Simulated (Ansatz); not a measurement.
# Si3N4 (Fd-3m): the gap up the ladder of methods

Wanted: a ladder of band gaps for Si3N4 (Fd-3m), from density functionals to G0W0.

Main program and level: Ansatz 0.2.0; density functionals, hybrids and G0W0, plane waves, PAW.

**Experimental background.**

- Gap 4.3 ± 0.25 eV: gap from soft X-ray absorption and emission edges; soft X-ray absorption and emission spectroscopy; powder (earlier literature measurement) (quoted in “Photoluminescence and electronic transitions in cubic silicon nitride”, 2016, pmc:4698759).

This is a report of a sequence of runs, with most program output left out.

In doubt: masses and optical values from hybrid runs of this build are listed as unsure (step 10), which bears on the screening that GW takes from such a start.

## Step 1: The starting structure

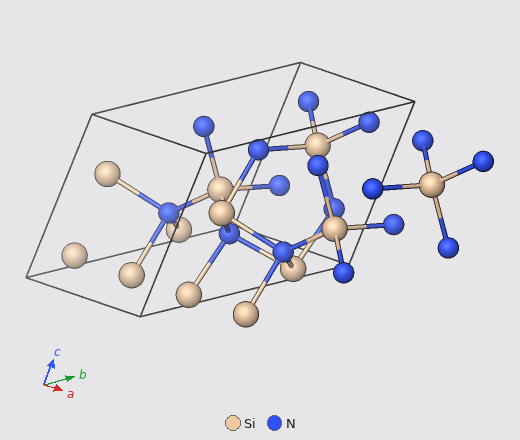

The starting structure, seen slightly off an axis (silicon light orange, nitrogen blue). 2×1×1 cells are drawn. Bonds to atoms that aren't drawn are left out.

Structure file:

```cif
data_structure
_symmetry_space_group_name_H-M 'Fd-3m:1'
_symmetry_Int_Tables_number 227
_cell_length_a 7.7874
_cell_length_b 7.7874
_cell_length_c 7.7874
_cell_angle_alpha 90.000
_cell_angle_beta 90.000
_cell_angle_gamma 90.000
_cell_volume 472.26
loop_
_atom_site_label
_atom_site_type_symbol
_atom_site_symmetry_multiplicity
_atom_site_Wyckoff_symbol
_atom_site_fract_x
_atom_site_fract_y
_atom_site_fract_z
_atom_site_occupancy
Si1 Si 16 d 0.37500 0.87500 0.12500 1
Si2 Si 8 a 0.25000 0.25000 0.25000 1
N1 N 32 e 0.36756 0.86756 0.36756 1
```

The cell and positions are those that the Materials Project relaxed with its own functionals (PBE, PBE+U or r2SCAN), kept fixed. This is not the form that Si3N4 usually takes at ambient conditions.

The logs state that the PAW files were generated under PBE.

## Step 2: LDA on the 6×6×6 mesh

This step: DFT, LDA, plane waves, PAW; PAW set soft_1.

input.yaml reads:

```yaml
crystal:
  lattice:
    - [0.0, 3.893718, 3.893718]
    - [3.893718, 0.0, 3.893718]
    - [3.893718, 3.893718, 0.0]
  atoms:
    - { symbol: Si, position: [0.125, 0.125, 0.625] }
    - { symbol: Si, position: [0.125, 0.625, 0.125] }
    - { symbol: Si, position: [0.625, 0.125, 0.125] }
    - { symbol: Si, position: [0.125, 0.125, 0.125] }
    - { symbol: Si, position: [0.75, 0.75, 0.75] }
    - { symbol: Si, position: [0.5, 0.5, 0.5] }
    - { symbol: "N", position: [0.367563, 0.367563, 0.367563] }
    - { symbol: "N", position: [0.352689, 0.882437, 0.882437] }
    - { symbol: "N", position: [0.882437, 0.882437, 0.352689] }
    - { symbol: "N", position: [0.882437, 0.352689, 0.882437] }
    - { symbol: "N", position: [0.367563, 0.367563, 0.897311] }
    - { symbol: "N", position: [0.367563, 0.897311, 0.367563] }
    - { symbol: "N", position: [0.882437, 0.882437, 0.882437] }
    - { symbol: "N", position: [0.897311, 0.367563, 0.367563] }
kpoints:
  mp_grid: { grid: [6, 6, 6] }
  band_path:
    path:
      - [0.0, 0.0, 0.0]
      - [0.5, 0.0, 0.5]
      - [0.625, 0.25, 0.625]
      - [0.375, 0.375, 0.75]
      - [0.5, 0.5, 0.5]
      - [0.5, 0.25, 0.75]
      - [0.0, 0.1666666667, -0.1666666667]
    npoints: 1
hamiltonian:
  xc: lda
  pseudopotentials: { kind: paw, azcp: { folder: soft_1 }, xc_functional: pbe }
scf:
  occupations: { method: fixed }
  n_extra_bands: 8
output:
  eigenvalues: true
  forces: true
  stress: true
```

On the command line:

```console
$ ansatz run input.yaml --threads 3 --pin off --max-ram 92160MiB --backend cuda --events-out ev --progress --plain --runs-dir out --devices 1 --max-vram 13GiB
```

Wall time 3.5 s (1 × NVIDIA H100 80GB HBM3 (shared by 6 runs) with 3 threads of AMD EPYC 7R13 (Zen 3), shared host); peak memory 0.9 GiB.

Numbers from this step:

```yaml
pressure: -11.28 GPa
gap: 3.208 eV
valence_top_at: k = (0.000, 0.167, -0.167)
conduction_bottom_at: Γ
least_direct_gap: 3.253 eV
```

Over mesh and listed points the gap is 3.208 eV, from k = (0.000, 0.167, -0.167) to k = Γ. The least direct gap found is 3.253 eV, at k = Γ. The pressure in this cell is -11 GPa; the cell is kept.

## Step 3: PBEsol on the 6×6×6 mesh

This step: DFT, PBEsol, plane waves, PAW; PAW set soft_1.

input.yaml, as its differences from that of step 2:

```diff
@@ -33,3 +33,3 @@
 hamiltonian:
-  xc: lda
+  xc: pbesol
   pseudopotentials: { kind: paw, azcp: { folder: soft_1 }, xc_functional: pbe }
@@ -42 +42,5 @@
   stress: true
+  write_density: true
+  write_potential: true
+  elf: true
+  volumetric_format: npy
```

It took 6.6 s on 1 × NVIDIA H100 80GB HBM3 (shared by 6 runs) with 3 threads; peak memory 0.91 GiB.

This step gave:

- pressure: -5.143 GPa
- gap: 3.218 eV
- valence top at: k = (0.000, 0.167, -0.167)
- conduction bottom at: Γ
- least direct gap: 3.260 eV

Over mesh and listed points the gap is 3.218 eV, from k = (0.000, 0.167, -0.167) to k = Γ. The least direct gap found is 3.260 eV, at k = Γ. The pressure in this cell is -5 GPa; the cell is kept. PBEsol against LDA: 3.218 − 3.208 = +0.010 eV, with the same mesh, files and cutoff, and both edges at the same k points.

## Step 4: PBE on the 6×6×6 mesh

Levels along a band path and on the mesh show where this functional puts the band edges.

This step: DFT, PBE, plane waves, PAW; PAW set soft_1.

input.yaml, as its differences from that of step 3:

```diff
@@ -24,15 +24,10 @@
     path:
-      - [0.0, 0.0, 0.0]
-      - [0.5, 0.0, 0.5]
-      - [0.625, 0.25, 0.625]
-      - [0.375, 0.375, 0.75]
-      - [0.5, 0.5, 0.5]
-      - [0.5, 0.25, 0.75]
-      - [0.0, 0.1666666667, -0.1666666667]
-    npoints: 1
+      - [[0.0, 0.0, 0.0], [0.5, 0.0, 0.5], [0.625, 0.25, 0.625]]
+      - [[0.375, 0.375, 0.75], [0.0, 0.0, 0.0], [0.5, 0.5, 0.5], [0.5, 0.25, 0.75], [0.5, 0.0, 0.5]]
+    npoints: 10
 hamiltonian:
-  xc: pbesol
-  pseudopotentials: { kind: paw, azcp: { folder: soft_1 }, xc_functional: pbe }
+  xc: pbe
+  pseudopotentials: { kind: paw, azcp: { folder: soft_1 } }
 scf:
-  occupations: { method: fixed }
+  occupations: { method: fermi_dirac, width: 0.02 }
   n_extra_bands: 8
```

Elapsed: 12 s, on 1 × NVIDIA H100 80GB HBM3 (shared by 6 runs) with 3 threads; peak memory 0.94 GiB.

This step gave:

| Item | Value |
| --- | --- |
| pressure | 0.1153 GPa |
| gap | 3.341 eV |
| valence top at | k = (0.000, 0.167, -0.167) |
| conduction bottom at | Γ |
| least direct gap | 3.384 eV |

Over mesh and path the gap is 3.341 eV, from k = (0.000, 0.167, -0.167) to k = Γ. The least direct gap found is 3.384 eV, at k = Γ. PBE against PBEsol: 3.341 − 3.218 = +0.123 eV, with the same mesh, files and cutoff, and both edges at the same k points.

## Step 5: r2SCAN on the 6×6×6 mesh

r2SCAN is a meta-GGA: it depends on the kinetic-energy density as well as on the density and its gradient.

This step: DFT, r2SCAN, plane waves, PAW; PAW set soft_1.

input.yaml, as its differences from that of step 4:

```diff
@@ -24,10 +24,15 @@
     path:
-      - [[0.0, 0.0, 0.0], [0.5, 0.0, 0.5], [0.625, 0.25, 0.625]]
-      - [[0.375, 0.375, 0.75], [0.0, 0.0, 0.0], [0.5, 0.5, 0.5], [0.5, 0.25, 0.75], [0.5, 0.0, 0.5]]
-    npoints: 10
+      - [0.0, 0.0, 0.0]
+      - [0.5, 0.0, 0.5]
+      - [0.625, 0.25, 0.625]
+      - [0.375, 0.375, 0.75]
+      - [0.5, 0.5, 0.5]
+      - [0.5, 0.25, 0.75]
+      - [0.0, 0.1666666667, -0.1666666667]
+    npoints: 1
 hamiltonian:
-  xc: pbe
+  xc: r2scan
   pseudopotentials: { kind: paw, azcp: { folder: soft_1 } }
 scf:
-  occupations: { method: fermi_dirac, width: 0.02 }
+  occupations: { method: fixed }
   n_extra_bands: 8
@@ -37,5 +42 @@
   stress: true
-  write_density: true
-  write_potential: true
-  elf: true
-  volumetric_format: npy
```

Run time: 7.6 s. Hardware: 1 × NVIDIA H100 80GB HBM3 (shared by 6 runs) with 3 threads; peak memory 1.1 GiB.

This step gave:

| Item | Value |
| --- | --- |
| pressure | -6.888 GPa |
| gap | 3.927 eV |
| valence top at | k = (0.000, 0.167, -0.167) |
| conduction bottom at | Γ |
| least direct gap | 3.961 eV |

Over mesh and listed points the gap is 3.927 eV, from k = (0.000, 0.167, -0.167) to k = Γ. The least direct gap found is 3.961 eV, at k = Γ. The pressure in this cell is -7 GPa; the cell is kept. r2SCAN against PBE: 3.927 − 3.341 = +0.586 eV. The runs also differ in plane-wave cutoff (420 eV and 500 eV), so how much of this comes from the functional alone is not known.

## Step 6: HSE06 on the 4×4×4 mesh

HSE06 mixes in a quarter of exact exchange at short range.

This step: DFT, HSE06, plane waves, PAW; PAW set soft_1.

input.yaml, as its differences from that of step 5:

```diff
@@ -21,3 +21,3 @@
 kpoints:
-  mp_grid: { grid: [6, 6, 6] }
+  mp_grid: { grid: [4, 4, 4] }
   band_path:
@@ -33,3 +33,3 @@
 hamiltonian:
-  xc: r2scan
+  xc: hse06
   pseudopotentials: { kind: paw, azcp: { folder: soft_1 } }
@@ -40,3 +40,5 @@
   eigenvalues: true
-  forces: true
-  stress: true
+  write_density: true
+  write_potential: true
+  elf: true
+  volumetric_format: npy
```

The job ended after 26 s (1 × NVIDIA H100 80GB HBM3 (shared by 6 runs) with 3 threads; peak memory 1.3 GiB; 52 s of CPU time).

This step gave:

```yaml
gap: 4.648 eV
valence_top_at: k = (0.000, 0.167, -0.167)
conduction_bottom_at: Γ
least_direct_gap: 4.695 eV
exact_exchange_fraction: 0.25
```

Over mesh and listed points the gap is 4.648 eV, from k = (0.000, 0.167, -0.167) to k = Γ. The least direct gap found is 4.695 eV, at k = Γ. On the 4×4×4 mesh alone the same run gives 4.677 eV, so that mesh misses an edge of HSE06: 4.677 − 4.648 = +0.029 eV. HSE06 against PBE: 4.648 − 3.341 = +1.307 eV. The runs also differ in mesh (6×6×6 and 4×4×4), so how much of this comes from the functional alone is not known.

## Step 7: PBE0 on the 4×4×4 mesh

PBE0 mixes in a quarter of exact exchange at all distances.

This step: DFT, PBE0, plane waves, PAW; PAW set soft_1.

input.yaml, as its differences from that of step 6:

```diff
@@ -33,3 +33,3 @@
 hamiltonian:
-  xc: hse06
+  xc: pbe0
   pseudopotentials: { kind: paw, azcp: { folder: soft_1 } }
```

Elapsed: 21 s, on 1 × NVIDIA H100 80GB HBM3 (shared by 6 runs) with 3 threads; peak memory 1.3 GiB; 46 s of CPU time.

This step gave:

* gap: 5.394 eV
* valence top at: k = (0.000, 0.167, -0.167)
* conduction bottom at: Γ
* least direct gap: 5.441 eV
* exact-exchange fraction: 0.25

Over mesh and listed points the gap is 5.394 eV, from k = (0.000, 0.167, -0.167) to k = Γ. The least direct gap found is 5.441 eV, at k = Γ. On the 4×4×4 mesh alone the same run gives 5.424 eV, so that mesh misses an edge of PBE0: 5.424 − 5.394 = +0.030 eV. PBE0 against HSE06: 5.394 − 4.648 = +0.746 eV, with the same mesh, files and cutoff, and both edges at the same k points.

## Step 8: DDH-PBE0 on the 4×4×4 mesh

The input asks for a share of exact exchange of one over the crystal's ε∞, which the program works out first.

This step: DFT, dielectric-dependent PBE0 (fraction 1/eps_inf of PBE), plane waves, PAW; PAW set soft_1.

input.yaml, as its differences from that of step 7:

```diff
@@ -20,2 +20,3 @@
     - { symbol: "N", position: [0.897311, 0.367563, 0.367563] }
+  host: atoms
 kpoints:
@@ -33,3 +34,6 @@
 hamiltonian:
-  xc: pbe0
+  xc:
+    exchange: pbe
+    correlation: pbe
+    exx: { coeff: inverse_dielectric }
   pseudopotentials: { kind: paw, azcp: { folder: soft_1 } }
@@ -40,5 +44 @@
   eigenvalues: true
-  write_density: true
-  write_potential: true
-  elf: true
-  volumetric_format: npy
```

Run time: 36 s. Hardware: 1 × NVIDIA H100 80GB HBM3 (shared by 6 runs) with 3 threads; peak memory 1.4 GiB.

Numbers from this step:

```yaml
gap: 4.879 eV
valence_top_at: k = (0.000, 0.167, -0.167)
conduction_bottom_at: Γ
least_direct_gap: 4.926 eV
exact_exchange_fraction: 0.1884
```

Over mesh and listed points the gap is 4.879 eV, from k = (0.000, 0.167, -0.167) to k = Γ. The least direct gap found is 4.926 eV, at k = Γ. On the 4×4×4 mesh alone the same run gives 4.908 eV, so that mesh misses an edge of DDH-PBE0: 4.908 − 4.879 = +0.029 eV. DDH-PBE0 against PBE0: 4.879 − 5.394 = −0.515 eV, with the same mesh, files and cutoff, and both edges at the same k points.

## Step 9: G0W0@PBE, 4×4×4 mesh, 647 empty bands, screening to 180 eV, PAW set soft_1 files

G0W0 replaces the xc potential by a self-energy built once from the orbitals of the start. Levels are corrected in the window of bands that the input names, at points of the mesh.

This step: G0W0 on PBE, plane waves, PAW; PAW set soft_1.

input.yaml, as its differences from that of step 8:

```diff
@@ -20,20 +20,6 @@
     - { symbol: "N", position: [0.897311, 0.367563, 0.367563] }
-  host: atoms
 kpoints:
   mp_grid: { grid: [4, 4, 4] }
-  band_path:
-    path:
-      - [0.0, 0.0, 0.0]
-      - [0.5, 0.0, 0.5]
-      - [0.625, 0.25, 0.625]
-      - [0.375, 0.375, 0.75]
-      - [0.5, 0.5, 0.5]
-      - [0.5, 0.25, 0.75]
-      - [0.0, 0.1666666667, -0.1666666667]
-    npoints: 1
 hamiltonian:
-  xc:
-    exchange: pbe
-    correlation: pbe
-    exx: { coeff: inverse_dielectric }
+  xc: pbe
   pseudopotentials: { kind: paw, azcp: { folder: soft_1 } }
@@ -41,4 +27,7 @@
   occupations: { method: fixed }
-  n_extra_bands: 8
-output:
-  eigenvalues: true
+gw:
+  n_empty_bands: 647
+  ecut_chi: 180.0
+  qp_bands: [v4, c4]
+  qp_kpoints: band_edges
+  screening: { model: contour_deformation }
```

Run time: 31 s. Hardware: 1 × NVIDIA H100 80GB HBM3 (shared by 6 runs) with 3 threads; peak memory 1.9 GiB; 48 s of CPU time.

Numbers from this step:

```
bands summed                                    : 679
RPA ε∞ on this mesh (eigenvalues)               : 5.070, 5.070, 5.070
plane waves in the screening matrix             : 645
G0W0 gap over the corrected points              : 4.752 eV
k of the valence top                            : 0, 0.25, -0.25
k of the conduction bottom                      : 0, 0, 0
starting gap on the mesh                        : 3.368 eV
Z at the valence top                            : 0.7987
Z at the conduction bottom                      : 0.8355
least direct G0W0 gap over the corrected points : 4.777 eV
```

Over all 8 irreducible mesh points the G0W0 gap is 4.752 eV, from k = (0.000, 0.250, -0.250) to k = Γ. The PBE gap of this run on the mesh is 3.368 eV. The two states that bound the G0W0 gap lie that far apart at the start, so the correction of the gap is 4.752 − 3.368 = +1.384 eV.

## Step 10: G0W0@HSE06, 4×4×4 mesh, 647 empty bands, screening to 180 eV, PAW set soft_1 files

This step: G0W0 on HSE06, plane waves, PAW; PAW set soft_1.

input.yaml, as its differences from that of step 9:

```diff
@@ -23,3 +23,3 @@
 hamiltonian:
-  xc: pbe
+  xc: hse06
   pseudopotentials: { kind: paw, azcp: { folder: soft_1 } }
```

The job ended after 64 s (1 × NVIDIA H100 80GB HBM3 (shared by 6 runs) with 3 threads; peak memory 2.3 GiB; 88 s of CPU time).

Numbers from this step:

```yaml
bands_summed: 679
rpa_eps_infinity_on_this_mesh_eigenvalues: 4.280, 4.280, 4.280
plane_waves_in_the_screening_matrix: 645
g0w0_gap_over_the_corrected_points: 5.297 eV
k_of_the_valence_top: 0, 0.25, -0.25
k_of_the_conduction_bottom: 0, 0, 0
starting_gap_on_the_mesh: 4.677 eV
z_at_the_valence_top: 0.8219
z_at_the_conduction_bottom: 0.8549
least_direct_g0w0_gap_over_the_corrected_points: 5.320 eV
```

Over all 8 irreducible mesh points the G0W0 gap is 5.297 eV, from k = (0.000, 0.250, -0.250) to k = Γ. The HSE06 gap of this run on the mesh is 4.677 eV. The two states that bound the G0W0 gap lie that far apart at the start, so the correction of the gap is 5.297 − 4.677 = +0.620 eV. G0W0@HSE06 against G0W0@PBE with 679 bands: 5.297 − 4.752 = +0.545 eV, with the same mesh, files and cutoffs, and both edges at the same k points.

## Step 11: G0W0@PBEsol, 4×4×4 mesh, 647 empty bands, screening to 180 eV, PAW set soft_1 files

This step: G0W0 on PBEsol, plane waves, PAW; PAW set soft_1.

input.yaml, as its differences from that of step 10:

```diff
@@ -23,4 +23,4 @@
 hamiltonian:
-  xc: hse06
-  pseudopotentials: { kind: paw, azcp: { folder: soft_1 } }
+  xc: pbesol
+  pseudopotentials: { kind: paw, azcp: { folder: soft_1 }, xc_functional: pbe }
 scf:
```

The job ended after 18 s (1 × NVIDIA H100 80GB HBM3 (shared by 6 runs) with 3 threads; peak memory 1.9 GiB; 29 s of CPU time).

This step gave:

* bands summed: 679
* RPA ε∞ on this mesh (eigenvalues): 5.175, 5.175, 5.175
* plane waves in the screening matrix: 645
* G0W0 gap over the corrected points: 4.779 eV
* k of the valence top: 0, 0.25, -0.25
* k of the conduction bottom: 0, 0, 0
* starting gap on the mesh: 3.245 eV
* Z at the valence top: 0.7979
* Z at the conduction bottom: 0.8346
* least direct G0W0 gap over the corrected points: 4.804 eV

Over all 8 irreducible mesh points the G0W0 gap is 4.779 eV, from k = (0.000, 0.250, -0.250) to k = Γ. The PBEsol gap of this run on the mesh is 3.245 eV. The two states that bound the G0W0 gap lie that far apart at the start, so the correction of the gap is 4.779 − 3.245 = +1.534 eV. G0W0@PBEsol against G0W0@HSE06 with 679 bands: 4.779 − 5.297 = −0.518 eV, with the same mesh, files and cutoffs, and both edges at the same k points.

(Continued in part 2 of 2.)

[Paths, hosts, dates, memory and timing lines, banners, echoed tables and standing remarks are left out of the program output.]

[Logs are printed without paths, hosts, clocks, repeated set-up lines and the standing remarks that a program may print on its own settings, such as how far it seeks lower states.]

[Runs of the session that timed out or met a known fault of the program may be left out.]

[Cells called generated may have been cut or substituted from an entry of the Crystallography Open Database or the Materials Project.]

[Hosts, paths, dates, database ids (printed as entryN), source tags and the programs' standing remarks are cut or masked in the printed files.]

[Where an RPA ε∞ is given, it is that of the G0W0 mesh and is not shown converged in it. Names of k-points follow the symmetry that the program found, which can be lower than the space group named. Band edges on a path are those of the sampled points; other points can move an edge, and change direct to indirect where valleys lie close.]

[Hybrid gaps are those of their k-mesh and are not shown converged in it.]
